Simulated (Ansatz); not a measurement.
# ClFH2Si3 (charge +1, doublet): what the fields show

| atom | x (Å) | y (Å) | z (Å) |
| --- | --- | --- | --- |
| Cl | 0.7696 | 1.0107 | 0.5260 |
| F | 0.7866 | -0.3168 | -2.2399 |
| Si | -2.0205 | -1.0945 | -0.5051 |
| Si | 0.3588 | -0.8925 | -0.8100 |
| Si | -1.2961 | 0.4611 | 1.0013 |
| H | -1.6512 | 1.3692 | 2.1252 |
| H | 1.4087 | -1.7843 | -0.2639 |

Geometry: PBE0-D3(BJ)/def2-SVP.

The calculation used Ansatz 0.2.0, isolated molecule in a Gaussian basis; Kohn-Sham density functional theory, functional PBE0.

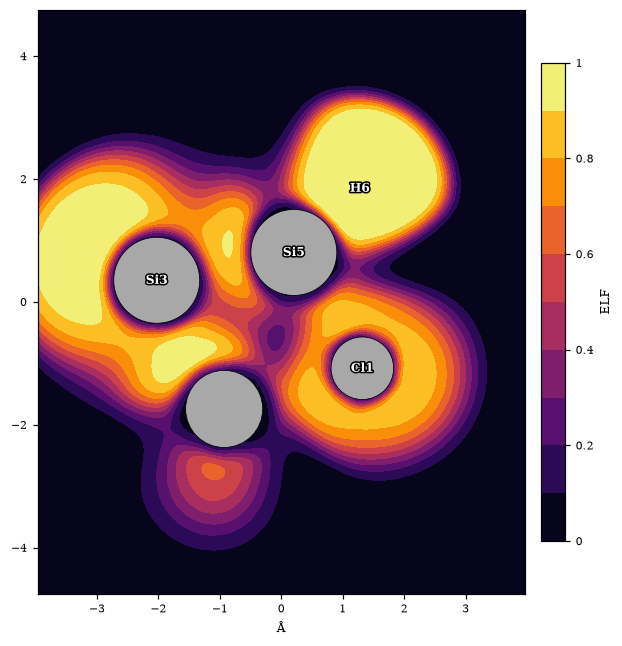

Figure 1. Electron localisation function on the plane of atoms Cl1, Si5 and H6. Grey discs cover the atomic cores.

What does the map show?

- The plane passes through Cl, Si and H nuclei.
- Si–Cl (2.19 Å): the ELF peaks at about 0.85 between the atoms: a polar covalent bond.
- Si–Si (2.28 Å): the ELF peaks at about 0.90 between the atoms; a covalent bond.
- Si–H (1.49 Å): the ELF climbs to about 1 towards the hydrogen, as it does in any bond to H.
- The ELF also peaks beside Cl1 and Si3, away from the bonds: non-bonding electrons, paired or unpaired.

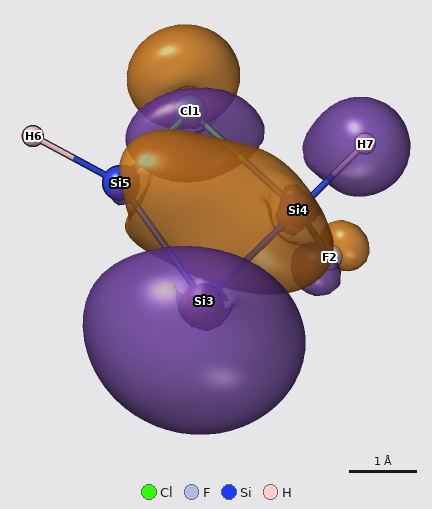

Figure 2. The HOMO (β) at ±0.08 Å⁻³ᐟ² (orange and purple are the two phases), seen at a tilt.

What is the character of this orbital?

By Hirshfeld shares it lies mainly on Si3 (about 60 %), Si4 (about 15 %), Cl1 (about 10 %) and Si5 (about 10 %). Its energy is −12.44 eV.

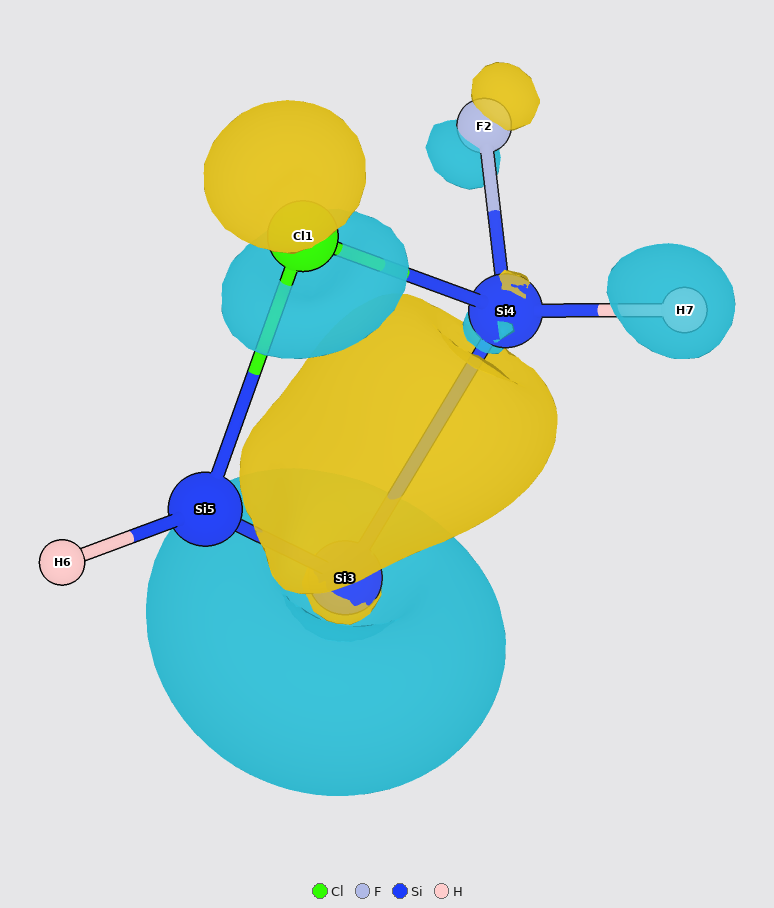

Figure 3. The HOMO−1 (α) at ±0.15 Å⁻³ᐟ² (yellow and cyan are the two phases), seen at an oblique angle.

Where does this orbital lie, and at what energy?

It lies mainly on Si3 (about 55 %), Si4 (about 15 %), Cl1 (about 10 %) and Si5 (about 10 %). Its energy is −12.61 eV.
